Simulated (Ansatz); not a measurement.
# RPA@PBE/def2-TZVPPD run of SO (sulfur oxide)

Aim: the electronic atomisation energy of SO (sulfur oxide) at RPA@PBE/def2-TZVPPD, from 3 runs. 

The calculation is run with Ansatz 0.2.0.

36 further runs of the same task are left out: 4 that didn't finish, 32 set aside as unsound or not needed.

## (1) Starting point

SO has 2 atoms, charge 0, and is taken as a triplet. SMILES: `O=S`. Geometry: the measured bond length.

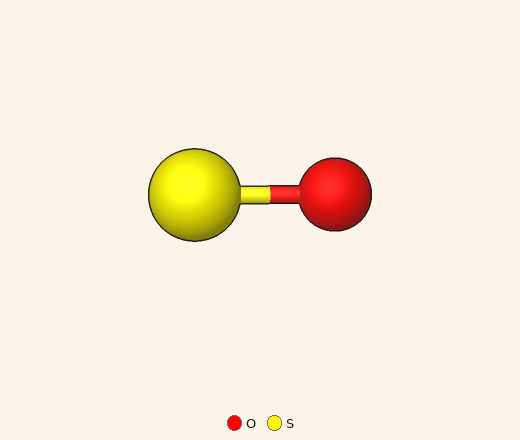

The structure, seen from a chosen angle (oxygen red, sulfur yellow).

## (2) The energy at RPA@PBE/def2-TZVPPD

The input, in.yaml:

```yaml
crystal:
  periodic: [false, false, false]
  atoms:
    - {symbol: O, position_ang: [0.000000, 0.000000, 0.000000]}
    - {symbol: S, position_ang: [0.000000, 0.000000, 1.481087]}
basis:
  gaussian:
    orbitals: def2-TZVPPD.json
magnetization:
  spin_polarized: true
  initial_magnetization: 2
hamiltonian:
  xc: pbe
correlation:
  method: rpa
  frozen_orbitals: {O: 1, S: 5}
accuracy: high
```

The basis set def2-TZVPPD is read from a file made from the Basis Set Exchange's data (not shown).

On the command line:

```
$ ansatz run in.yaml --threads 1 --pin off --max-ram 3480MiB --events-out events.jsonl --progress --plain --runs-dir runs
```

Output:

```text
Warning: RAYON_NUM_THREADS=1 ignored (pool sized by the plan → 1); use --threads N
Functional definition: PBE
  name "PBE"
  parameter kappa = 0.804
  parameter beta = 0.06672455060314922
  exchange = pbe_x(kappa = kappa, mu = beta*pi^2/3)
  correlation = pbe_c(beta = beta)
1205 factors; integrals over basis functions are off by at most 3.4e-9 eV
mean field evaluation 1: about -12869.8161 eV, gradient 4.1e1 eV
mean field evaluation 2: about -12869.8159 eV, gradient 4.1e1 eV
mean field evaluation 4: about -12875.4607 eV, gradient 6.7e0 eV
mean field evaluation 8: about -12875.7144 eV, gradient 8.2e-2 eV
mean field evaluation 16: about -12875.7142 eV, gradient 1.1e-5 eV
mean field evaluation 32: about -12862.3836 eV, gradient 1.6e1 eV
mean field -12875.71422257 eV, -473.1737702068 hartree, gradient 1.4e-8 eV, S^2 2.004716; 0 other end points of the search recorded, 0 dependent functions left out
6 core orbitals not correlated: weight in the atoms' cores, before any rotation towards them, 1.000 or more for the frozen orbitals, at most 0.000 for the correlated occupied ones
reference -12854.02308116 eV, -472.3766354629 hartree; 7, 5 occupied and 78, 80 virtual orbitals, 1205 factors
Total energy: -12870.52788060 eV, -472.9831756549 hartree
```

Run time: 6 s. Hardware: 1 thread of Arm Neoverse V1, shared host; peak memory 0.23 GiB.

## (3) The O atom at the same level

The input, job.yaml:

```yaml
crystal:
  periodic: [false, false, false]
  atoms:
    - {symbol: O, position_ang: [0.000000, 0.000000, 0.000000]}
basis:
  gaussian:
    orbitals: def2-TZVPPD.json
magnetization:
  spin_polarized: true
  initial_magnetization: 2
hamiltonian:
  xc: pbe
correlation:
  method: rpa
  frozen_orbitals: {O: 1}
accuracy: high
```

The basis set def2-TZVPPD is read from a file made from the Basis Set Exchange's data (not shown).

Run the same way, it converges to -75.07617 Eh (log not shown).

## (4) The S atom at the same level

The input, input.yaml:

```yaml
crystal:
  periodic: [false, false, false]
  atoms:
    - symbol: S
      position_ang: [0.000000, 0.000000, 0.000000]
basis:
  gaussian:
    orbitals: def2-TZVPPD.json
hamiltonian:
  xc: pbe
correlation:
  method: rpa
  frozen_orbitals: {S: 5}
accuracy: high
magnetization:
  spin_polarized: true
  initial_magnetization: 2
```

The basis set def2-TZVPPD is read from a file made from the Basis Set Exchange's data (not shown).

Run the same way, it converges to -397.72815 Eh (log not shown).

## (5) What came out

Level: RPA@PBE/def2-TZVPPD, 6 core orbitals frozen.

| quantity | value |
| --- | --- |
| molecule: total energy | -472.98318 Eh |
| molecule: RPA correlation energy (valence) | -606.5 mEh |
| molecule: ⟨S²⟩ of the reference determinant | 2.005 |
| O atom: total energy | -75.07617 Eh |
| O atom: RPA correlation energy (valence) | -266.9 mEh |
| O atom: ⟨S²⟩ of the reference determinant | 2.003 |
| S atom: total energy | -397.72815 Eh |
| S atom: RPA correlation energy (valence) | -235.1 mEh |
| S atom: ⟨S²⟩ of the reference determinant | 2.004 |
| electronic atomisation energy | 4.867 eV |

Taking the molecule apart into free atoms costs 4.87 eV (470 kJ/mol), before zero-point energy and without spin-orbit coupling.
